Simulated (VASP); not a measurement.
Given:

```
TlCl
1.0
    3.81953     0.00000     0.00000
    0.00000     3.81953     0.00000
    0.00000     0.00000     3.81953
Tl Cl
1 1
Cartesian
  0.00000   0.00000   0.00000
  1.90977   1.90977   1.90977
```

The numbers are results of AM05 GGA, VASP's PBE PAW potentials (set 64) (plane waves; VASP), not measurements. Settings: 520 eV cut-off, 8×8×8 Γ-centred mesh, tetrahedra with Blöchl corrections, potentials Tl_d Cl.

Unless said otherwise, spin-orbit coupling is left out, though it shifts the bands of the heavy elements here.

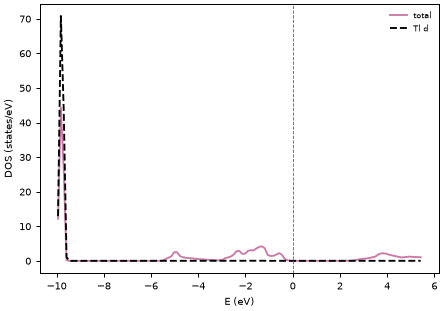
*Total and projected density of states, zero at the valence-band maximum*

Within 2 eV below the valence-band maximum the largest weight inside VASP's projection spheres is Cl p.

The gap is direct, 2.01 eV, from the valence maximum at X to the conduction minimum at X.

The compound is TlCl in the CsCl type structure. It was relaxed first.
